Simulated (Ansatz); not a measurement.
# ClH3O2Sn: molecular dynamics

Purpose: to follow the molecule's vibrations and see whether its bonds hold. The start is relaxed first. Runs: 500 steps of 0.5 fs under a Langevin thermostat at 500 K. SMILES of the start: [OH][SnH]([OH])[Cl].

Method: RKS B3LYP-D4/def2-SVP, in Ansatz 0.2.0.

### 1 The structure to begin with

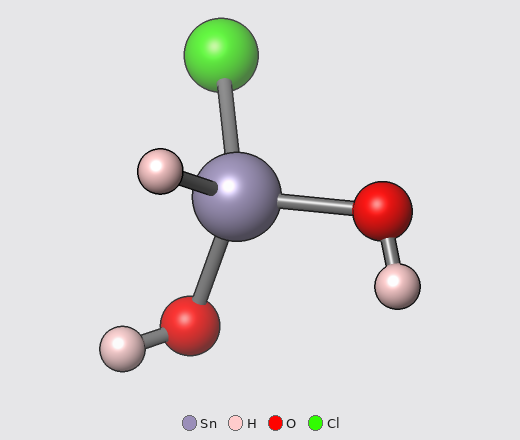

The starting structure, seen from a chosen angle (tin purple, hydrogen pink, oxygen red, chlorine green).

Coordinates:

```xyz
7

Sn    0.0000    0.0000    0.0000
H     0.0000    0.0000    1.7400
O     1.8483    0.0000   -0.6527
H     2.1646   -0.9521   -0.7693
Cl   -1.1351    1.9666   -0.8025
O    -0.9232   -1.5994   -0.6527
H    -1.3778   -2.0650    0.1197
```

### 2 Relaxing the start

The input, input.yaml:

```yaml
crystal:
  periodic: [false, false, false]
  atoms:
    - { symbol: Sn, position_ang: [0.0, 0.0, 0.0] }
    - { symbol: H, position_ang: [0.0, 0.0, 1.74] }
    - { symbol: O, position_ang: [1.8483, 0.0, -0.6527] }
    - { symbol: H, position_ang: [2.1646, -0.9521, -0.7693] }
    - { symbol: Cl, position_ang: [-1.1351, 1.9666, -0.8025] }
    - { symbol: O, position_ang: [-0.9232, -1.5994, -0.6527] }
    - { symbol: H, position_ang: [-1.3778, -2.065, 0.1197] }
basis:
  gaussian: { orbitals: def2-SVP }
hamiltonian:
  xc: b3lyp
  dispersion: d4
relax:
  f_tol: 0.02
  max_steps: 40
```

Run with:

```
> ansatz run input.yaml --threads 2 --pin off --max-ram 3072MiB --backend cpu --events-out ev --progress --plain --runs-dir out
```

The runs that follow: Dynamics.

Before running it: what results should come out? Wanted: relaxation of the start; temperature, first and last step; temperature, second half; potential energy, second half; bonds formed or broken.

**Answer**, as computed:

```
                        quantity                          value
         relaxation of the start       15 moves, 0.288 eV lower
                          length            500 steps of 0.5 fs
temperature, first and last step                  429 and 350 K
        temperature, second half  mean 458 K, from 204 to 653 K
   potential energy, second half    +37 meV/atom from the start
          bonds formed or broken                              0
```

In words: Against a set 500 K the second half averages 458 K with a spread of 92 K. The bonding pattern survives the run. Averages from a run of 250 fs with 7 atoms are rough. The nuclei move classically, without zero-point motion, which matters most for hydrogen.
